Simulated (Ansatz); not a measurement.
# Sr2Rh (Fm-3m): phonons and vibrational spectra, part 2 of 2

Wanted: phonon frequencies of Sr2Rh (Fm-3m) and what follows from them.

Ansatz 0.2.0; DFT PBEsol, scalar-relativistic, plane waves, PAW; PAW set soft_1.

So far. Step 3 (Relaxing to small forces for the phonons): The forces vanish by symmetry and the pressure is 0.000 GPa, within the tolerances set. The cell now holds 31.03 Å³/atom. The relaxed cell has a = 7.194 Å (conventional setting).

### Step 4. Linear response at the zone centre

The zone centre comes first: it holds the modes that light can see, as far as symmetry allows. No field response is asked, since the mesh shows no gap.

File input.yaml:

```yaml
crystal:
  lattice:
    - [0.0, 3.5971824176, 3.5971824176]
    - [3.5971824176, 0.0, 3.5971824176]
    - [3.5971824176, 3.5971824176, 0.0]
  atoms:
    - { symbol: Sr, position: [0.75, 0.75, 0.75] }
    - { symbol: Sr, position: [0.25, 0.25, 0.25] }
    - { symbol: Rh, position: [0.0, 0.0, 0.0] }
kpoints:
  mp_grid: { grid: [12, 12, 12] }
hamiltonian:
  xc: pbesol
  pseudopotentials: { kind: paw, azcp: { folder: soft_1 }, xc_functional: pbe }
scf:
  occupations: { method: methfessel_paxton, width: 0.2 }
output:
  eigenvalues: true
phonons:
  method: dfpt
```

The run is started by

```sh
> ansatz run input.yaml --threads 4 --pin off --max-ram 10240MiB --backend cpu --events-out ev --progress --plain --runs-dir out
```

Numbers of over 12 decimals in the logs are rounded to 6 here.

Output:

```text
zone centre: on kpoints.mp_grid the ground state, and the responses unless they are solved on pairs of k-points, stand on 163 of the mesh's 1728 k-points, reduced under 8 symmetry operations, with k and −k counted as one. Each operation leaves every solved displacement unchanged or reverses it
[...]
Crystal: 3 atoms, lattice volume = 93.093 Å³
Basis set: ecut = 420 eV, 1837 PW (Γ), exchange–correlation on 72×72×72 points (8 copies of the dense FFT grid, shifted against one another)
Bands: 23, of which v1, the nominal top of the filled ones, is band 19 counted from 1 (18 counted from 0)
Symmetry: 48 space group operations
k-points: 163 of 1728 (irreducible under 8 space group operations, time reversal used)
[...]
SCF iter   1: F=—  HF=-13331.626394 eV  |F-HF|=—  |Δ(HF+E_count)|=         —  Δρ=2.33e-1  dr2=1.01e2  ethr=3.10e-3  ⟨swp⟩=8.7  Hψ=22477  notcnv=0
[...]
SCF iter  13: F=-13323.430478 eV  HF=-13323.430478 eV  |F-HF|=0.00e0  |Δ(HF+E_count)|=    0.00e0  S|Δr|=    0.00e0  Δρ=1.78e-8  dr2=3.80e-13  ethr=1.00e-12  ⟨swp⟩=7.5  Hψ=19977  notcnv=0
the search or the solves at the SCF's close seem to have found levels that the self-consistency loop had missed (the run counts 1). By its estimate they hold under 1e-12 electrons; where the run keeps them, the occupations were computed again with them
SCF 1 converged in 13 iterations: F = -13323.430478 eV  dr2 = 3.80e-13
[...]
DFPT response loops at Γ: preconditioner auto → Kerker (q_TF=auto, 2.339 Å⁻¹) (partly filled bands, converged f_vac=0.000); β = 1.00, the filter's whole step (`scf.mixing.beta` (0.50) is not read by the response loops under this deck's `scf.mixing.preconditioner`; to damp them name `kerker` or `kerker_dos`, under which they read `scf.mixing.beta`, and type it under 1.00, their step now; both keys bind the ground state too); Broyden in place of MSR1
SCF converged after 13 iterations
[...]
Free energy (F): -13323.430478 eV
[...]
Internal energy: -13323.420563 eV  (E = F + TS)
E sigma→0 (E₀):  -13323.427999 eV
Entropy (-TS):   -0.009915 eV (-3.305 meV/atom)
Fermi energy:    8.906573 eV
[...]
--- Band table (eV; the first three rows and the last of 163) ---
  k-point 0: bands = [... 15 lower, 7.8232, 7.8232, 7.8232, 9.5427, 9.5427, 9.5427, 11.6742, 11.6742]
  k-point 1: bands = [... 15 lower, 7.7918, 7.8126, 7.8126, 9.4789, 9.6078, 9.6078, 11.6864, 11.6864]
  k-point 2: bands = [... 15 lower, 7.7167, 7.7848, 7.7848, 9.3065, 9.7937, 9.7937, 11.7299, 11.7299]
  k-point 162: bands = [... 15 lower, 7.5944, 7.6850, 7.9123, 9.5416, 9.5416, 10.2907, 11.8927, 11.9224]
--- Phonons (Γ-DFPT): 2 representative perturbations + reference, on 163 of 1728 k-points (Σ response iterations 6) ---
  k mesh reduced under 8 symmetry operations, with k and −k counted as one. Each operation leaves every solved displacement unchanged or reverses it
  ASR residual: 4.609e-5 → 0.000e0 eV/Å²; symmetrization residual: 1.248e-5 eV/Å²
  ASR residual per site (eV/Å²): 4.61e-5 4.61e-5 2.83e-5
  Γ frequencies (cm⁻¹): 0.00 0.00 0.00 102.04 102.04 102.04 125.95 125.95 125.95
  non-analytic LO–TO correction: not included (Born effective charges unavailable; polar crystals: no LO–TO splitting at Γ)
```

Wall time 25 s (4 threads of Arm Neoverse V2, shared host); peak memory 1.2 GiB.

Numbers from this step:

```yaml
sum_rule_residual_before_enforcement: 4.61e-5 eV/Å²
point_group: m-3m
highest_optical_mode_at_the_zone_centre_no_lo_to_term: 126.0 cm⁻¹
lowest_optical_zone_centre_mode: 102.0 cm⁻¹
```

Patterns of degenerate modes are one choice out of their space. The modes at Γ (shares of kinetic energy by element, %):

```csv
mode,frequency (cm⁻¹),symmetry,Sr %,Rh %
1,0.0,acoustic,63,37
2,0.0,acoustic,63,37
3,0.0,acoustic,63,37
4,102.0,T1u,37,63
5,102.0,T1u,37,63
6,102.0,T1u,37,63
7,126.0,T2g,100,0
8,126.0,T2g,100,0
9,126.0,T2g,100,0
```

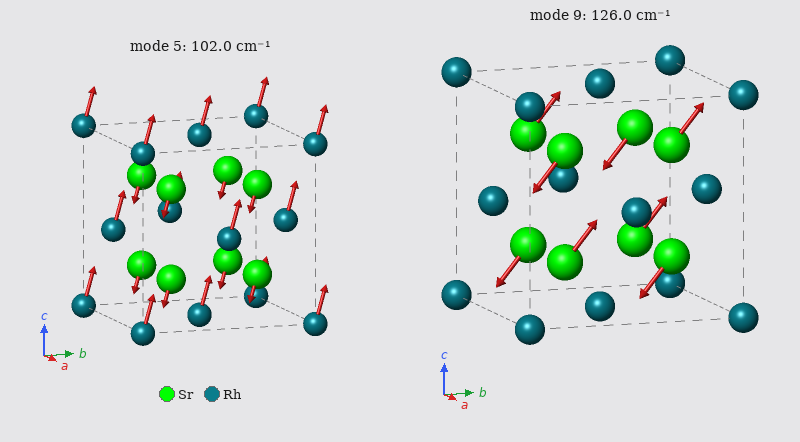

Displacement patterns of modes 5 and 9 at Γ; arrows are exaggerated. Some periodic images of atoms are drawn too.

Before it was imposed, the acoustic sum rule was missed by 4.6e-5 eV/Å². Small misses are needed for a sound result but don't prove that mesh and cutoff are converged. The lowest optical mode is real, 102 cm⁻¹.

### Step 5. The dispersion

Stability and thermal properties need the whole zone. Linear response on a 4×4×4 q mesh gives force constants as far as a supercell of that size would.

input.yaml: that of step 4 with these lines changed.

```diff
@@ -20 +20,8 @@
   method: dfpt
+  qmesh: [4, 4, 4]
+  temperatures: { t_max: 1000, t_step: 50 }
+  qpath:
+    path:
+      - [[0.0, 0.0, 0.0], [0.5, 0.0, 0.5], [0.625, 0.25, 0.625]]
+      - [[0.375, 0.375, 0.75], [0.0, 0.0, 0.0], [0.5, 0.5, 0.5], [0.5, 0.25, 0.75], [0.5, 0.0, 0.5]]
+    npoints: 10
```

Output:

```text
[...]
Crystal: 3 atoms, lattice volume = 93.093 Å³
Basis set: ecut = 420 eV, 1837 PW (Γ), exchange–correlation on 72×72×72 points (8 copies of the dense FFT grid, shifted against one another)
Bands: 23, of which v1, the nominal top of the filled ones, is band 19 counted from 1 (18 counted from 0)
Symmetry: 48 space group operations
k-points: 72 of 1728
[...]
SCF iter   1: F=—  HF=-13331.626604 eV  |F-HF|=—  |Δ(HF+E_count)|=         —  Δρ=2.33e-1  dr2=1.01e2  ethr=3.10e-3  ⟨swp⟩=8.7  Hψ=9915  notcnv=0
[...]
SCF iter  13: F=-13323.430478 eV  HF=-13323.430478 eV  |F-HF|=5.46e-12  |Δ(HF+E_count)|=  1.82e-12  S|Δr|=    0.00e0  Δρ=1.78e-8  dr2=3.71e-13  ethr=1.00e-12  ⟨swp⟩=7.6  Hψ=8782  notcnv=0
SCF 1 converged in 13 iterations: F = -13323.430478 eV  dr2 = 3.71e-13
[...]
phonons: the bands overlap, so this run is a metal and interpolates without the dipole-dipole term. If the crystal is really an insulator or semiconductor, its LO-TO splitting is missing
NSCF: frozen V_eff on 72 k-points
[...]
DFPT response loops at q = (0, 0, 0) (fractional): preconditioner auto → Kerker (q_TF=auto, 2.339 Å⁻¹) (partly filled bands, converged f_vac=0.000); β = 1.00, the filter's whole step (`scf.mixing.beta` (0.50) is not read by the response loops under this deck's `scf.mixing.preconditioner`; to damp them name `kerker` or `kerker_dos`, under which they read `scf.mixing.beta`, and type it under 1.00, their step now; both keys bind the ground state too); Broyden in place of MSR1
[...]
SCF converged after 13 iterations
[...]
Free energy (F): -13323.430478 eV
[...]
Internal energy: -13323.420563 eV  (E = F + TS)
E sigma→0 (E₀):  -13323.427999 eV
Entropy (-TS):   -0.009915 eV (-3.305 meV/atom)
Fermi energy:    8.906573 eV
[...]
--- Band table (eV; the first three rows and the last of 72) ---
  k-point 0: bands = [... 15 lower, 7.8232, 7.8232, 7.8232, 9.5427, 9.5427, 9.5427, 11.6742, 11.6742]
  k-point 1: bands = [... 15 lower, 7.7918, 7.8126, 7.8126, 9.4789, 9.6078, 9.6078, 11.6864, 11.6864]
  k-point 2: bands = [... 15 lower, 7.7167, 7.7848, 7.7848, 9.3065, 9.7937, 9.7937, 11.7299, 11.7299]
  k-point 71: bands = [... 15 lower, 7.5944, 7.6850, 7.9123, 9.5416, 9.5416, 10.2907, 11.8927, 11.9224]
--- Phonons (Γ-DFPT): 2 representative perturbations + reference (Σ response iterations 6) ---
  ASR residual: 2.748e-5 → 0.000e0 eV/Å²; symmetrization residual: 1.339e-5 eV/Å²
  ASR residual per site (eV/Å²): 2.75e-5 2.75e-5 2.42e-5
  Γ frequencies (cm⁻¹): 0.00 0.00 0.00 102.04 102.04 102.04 125.95 125.95 125.95
--- Phonons (arbitrary-q DFPT): 8 irreducible q on the 4×4×4 mesh ---
  q = [0.0000, 0.0000, 0.0000] (star 1, of the zone-centre solve; hermiticity 8.43e-6, symmetrization 7.51e-13): -0.00 -0.00 0.00 102.04 102.04 102.04 125.95 125.95 125.95
  q = [0.0000, 0.0000, 0.2500] (star 8, 2 solved perturbations on 936 of 1728 k-point pairs; hermiticity 6.10e-6, symmetrization 4.30e-13): 42.29 42.29 55.07 100.18 100.18 103.13 118.33 118.33 118.48
[...]
q = [0.0000, 0.2500, 0.2500] (star 6, 4 solved perturbations in 1608 linear systems a pass and spin channel, the states on 510 of 1728 k-point pairs; hermiticity 5.36e-6, symmetrization 2.69e-13): 24.00 24.00 77.16 88.06 92.18 92.18 121.53 127.87 127.87
[...]
sum rule: each row above includes the acoustic sum rule's correction from the zone centre's row sums; it moved no ω² by more than (0.29 cm⁻¹)²
  mesh force constants: q→R imaginary residual 7.70e-18; ASR residual 2.748e-5 → 0.000e0 eV/Å²; symmetrization residual 1.332e-15 eV/Å²
  interpolated dispersion: 62 rows × 9 modes
  density of states and harmonic sums: on the 16×16×16 q-mesh, interpolated from the force constants of a 4×4×4 supercell (no non-analytic term)
  largest difference from the sums on the solved wave vectors: F 2.00e-2 eV, S 2.38e-5 and C_V 3.92e-6 eV/K
  zero-point energy: 0.049370 eV/cell   skipped modes (ω ≤ 0): 14, of them read as no rigid motion or as one in doubt: 11 (4.907e-2 modes/cell left out, lowest -29.16 cm⁻¹)   left out of the sums: 5.53e-3 of the cell's modes: C_V's classical limit lies that fraction below 3 k_B per atom; for a crystal, a wire or a layer, F and S can be off by more, and a phonons.interpolated_qmesh denser along its periods is the remedy for the sampling
```

Wall time 12 min (4 threads); peak memory 6 GiB; 48 min of CPU time.

This step gave:

- sum-rule residual before enforcement: 2.75e-5 eV/Å²
- lowest frequency on the path: -29.16 cm⁻¹
- highest frequency on the path or at a solved wavevector: 149.9 cm⁻¹
- lowest mode on the q mesh (acoustic modes at Γ apart): -29.16 cm⁻¹

Frequencies (cm⁻¹) solved at each irreducible wavevector; negative means imaginary. Frequencies by wavevector, by row:

```csv
q in reciprocal lattice units,star,mode 1,mode 2,mode 3,mode 4,mode 5,mode 6,mode 7,mode 8,mode 9
0 0 0,1,0,0,0,102,102,102,126,126,126
0 0 0.25,8,42.3,42.3,55.1,100.2,100.2,103.1,118.3,118.3,118.5
0 0 -0.5,4,61.6,61.6,88.2,102.3,103.9,103.9,104.1,104.1,108.3
0 0.25 0.25,6,24,24,77.2,88.1,92.2,92.2,121.5,127.9,127.9
0 0.25 -0.5,24,46.9,54.6,56.7,82.4,85.3,95,120.3,123.5,139.5
0 0.25 -0.25,12,24.5,64.8,84.1,88.3,92.7,94.1,109.4,111,138.9
0 -0.5 -0.5,3,-29.2,43.8,43.8,77.2,77.2,100,130.2,130.2,146.3
0.25 -0.5 -0.25,6,25.6,26,74.6,89.1,89.1,97.6,97.6,129.5,149.9
```

Interpolated from a 4×4×4 q mesh. Phonon branches along the path, in cm⁻¹:

```csv
point,branch 1,branch 2,branch 3,branch 4,branch 5,branch 6,branch 7,branch 8,branch 9
Γ,0,0,0,102,102,102,126,126,126
X,-29,44,44,77,77,100,130,130,146
U,-11,58,63,74,85,97,121,124,147
jump to K,-11,58,63,74,85,97,121,124,147
Γ,0,0,0,102,102,102,126,126,126
L,62,62,88,102,104,104,104,104,108
W,26,26,75,89,89,98,98,130,150
X,-29,44,44,77,77,100,130,130,146
```

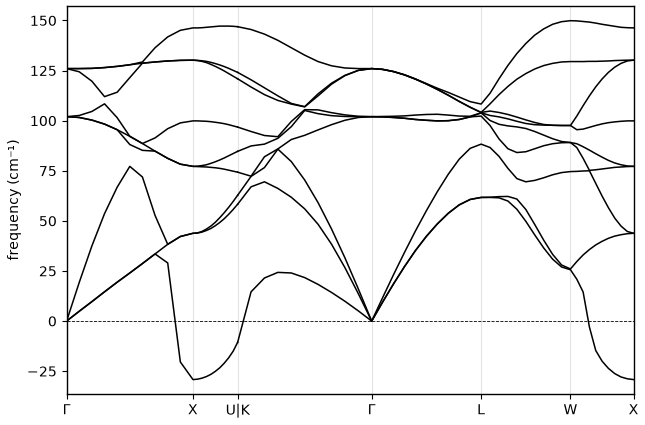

Phonon branches along the path.

The phonon density of states has structure finer than the step of the table below, so its rows give means over 10 cm⁻¹, whole bins alone (the curve runs from -29 to 151 cm⁻¹). Peaks (cm⁻¹: height): 61.0: 0.0686, 85.0: 0.166, 95.0: 0.209, 127.0: 0.134.

Tetrahedra on a 16×16×16 mesh, mean over bins of 2 cm-1. Interpolated from a 4×4×4 q mesh. Table of phonon density of states by wavenumber; means over each step:

```csv
wavenumber (cm⁻¹),phonon density of states (1/cm⁻¹/cell)
-20,0.00201
-10,0.00166
0,0.00207
10,0.00527
20,0.0185
30,0.0420
40,0.0485
50,0.0475
60,0.0585
70,0.0501
80,0.0783
90,0.132
100,0.118
110,0.0726
120,0.0870
130,0.0799
140,0.0371
```

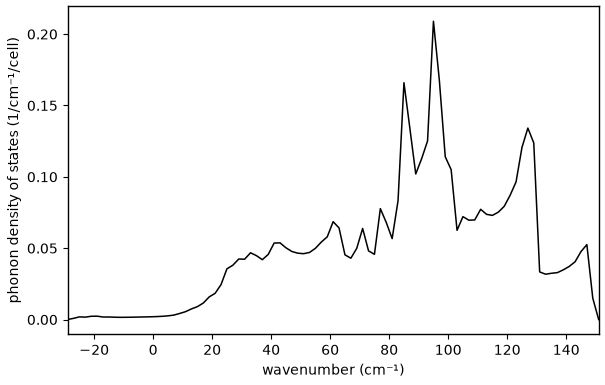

Phonon density of states, plotted against wavenumber.

The partial phonon density of states has structure finer than the step of the table below, so its rows give means over 20 cm⁻¹, whole bins alone (the curve runs from -37.6 to 164 cm⁻¹). Peaks (cm⁻¹: height): Rh 85.2: 0.0903, 95.4: 0.116; Sr 39.6: 0.0429, 127.0: 0.120.

Phonopy on the run's constants, 13x13x13 mesh, Gaussian sigma 2.0 cm-1. Interpolated from a 4×4×4 q mesh. Partial phonon density of states against wavenumber; means over each step; values in 1/cm⁻¹/cell:

```csv
wavenumber (cm⁻¹),Rh,Sr
-20,0,0.00228
0,1.6e-4,0.00108
20,0.00375,0.0182
40,0.00841,0.0385
60,0.0217,0.0308
80,0.0537,0.0312
100,0.0565,0.0550
120,0.00459,0.0845
140,0.00128,0.0375
```

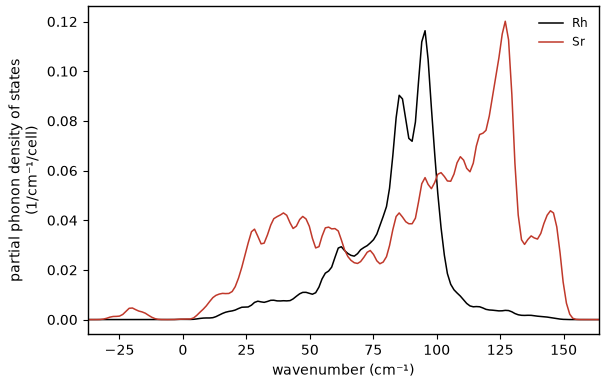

Partial phonon density of states, plotted against wavenumber.

Symmetry leaves 8 wavevectors to solve. The lowest mode among them, the acoustic zeros apart, lies at q = (0, -0.5, -0.5) and is imaginary, 29.2i cm⁻¹, so the energy falls along it.

### Step 6. Isotope substitution

An isotope changes the mass and not the force constants, so no new electronic calculation is needed; the shifts show which modes move this element.

The same force constants with the mass of Sr changed from 87.620 to 85.909 u (phonopy, no LO-TO term). Both lists are sorted by frequency; levels can cross, so a row need not hold one and the same mode. Modes under 3 cm⁻¹ are left out. Isotope shifts, by row:

```csv
q,rank,natural mass (cm⁻¹),changed mass (cm⁻¹)
0 0 0,4,102,102.4
0 0 0,5,102,102.4
0 0 0,6,102,102.4
0 0 0,7,126,127.2
0 0 0,8,126,127.2
0 0 0,9,126,127.2
0 0 0.25,1,42.29,42.51
0 0 0.25,2,42.29,42.51
0 0 0.25,3,55.07,55.4
0 0 0.25,4,100.2,100.7
0 0 0.25,5,100.2,100.7
0 0 0.25,6,103.1,103.6
0 0 0.25,7,118.3,119.5
0 0 0.25,8,118.3,119.5
0 0 0.25,9,118.5,119.6
0 0 -0.5,1,61.65,61.82
0 0 -0.5,2,61.65,61.82
0 0 -0.5,3,88.25,88.84
0 0 -0.5,4,102.3,102.7
0 0 -0.5,5,103.9,104.6
0 0 -0.5,6,103.9,104.6
0 0 -0.5,7,104.1,105.2
0 0 -0.5,8,104.1,105.2
0 0 -0.5,9,108.3,109.4
0 0.25 0.25,1,24,24.17
0 0.25 0.25,2,24,24.17
0 0.25 0.25,3,77.16,77.34
0 0.25 0.25,4,88.06,88.93
0 0.25 0.25,5,92.18,92.45
0 0.25 0.25,6,92.18,92.45
0 0.25 0.25,7,121.5,122.5
0 0.25 0.25,8,127.9,129.1
0 0.25 0.25,9,127.9,129.1
```

A mode of this element alone would shift by +0.99 %. The highest zone-centre frequency without the field goes from 126.0 to 127.2 cm⁻¹ (+1.0 %). The product of the frequency ratios over all optical modes at Γ is 1.041; the product rule, (m/m′)^(3k/2) (M′/M)^(3/2) with k = 2 such atoms and M the mass of the cell, gives 1.041.

### Step 7. Summary of results

| Item | Value |
| --- | --- |
| space group after relaxation (within 0.01 Å) | Fm-3m |
| volume per atom | 31.0 Å³ |
| electronic character | no gap on this mesh |
| highest optical mode at the zone centre (no LO-TO term) | 126 cm⁻¹ |
| lowest optical zone-centre mode | 102 cm⁻¹ |
| lowest mode on the q mesh (acoustic modes at Γ apart) | -29.2 cm⁻¹ |
| highest frequency on the path or at a solved wavevector | 150 cm⁻¹ |
| imaginary modes on the 4×4×4 q mesh | yes |

Modes are clearly imaginary (beyond 10i cm⁻¹) at 1 of the 8 irreducible wavevectors, most at q = (0, -0.5, -0.5) (29.2i cm⁻¹), so this structure is not a minimum of the energy. The optical modes at Γ span 102 to 126 cm⁻¹. The highest mode in this list at Γ, 126.0 cm⁻¹, is mostly motion of Sr (100 % of the kinetic energy). With no gap, or one that is small against the smearing, the frequencies hang on the k mesh and the smearing, most of all near Kohn anomalies. The phonon runs are without spin polarisation, although the cell has an odd electron count. The PAW files were made for PBE and serve the other functionals too. These are harmonic frequencies at zero temperature: anharmonic shifts, linewidths and thermal expansion are left out.

[Logs are printed without paths, hosts, clocks, repeated set-up lines and the standing remarks that a program may print on its own settings, such as how far it seeks lower states.]

[Hosts, paths, dates, database ids (printed as entryN), source tags and the programs' standing remarks are cut or masked in the printed files.]
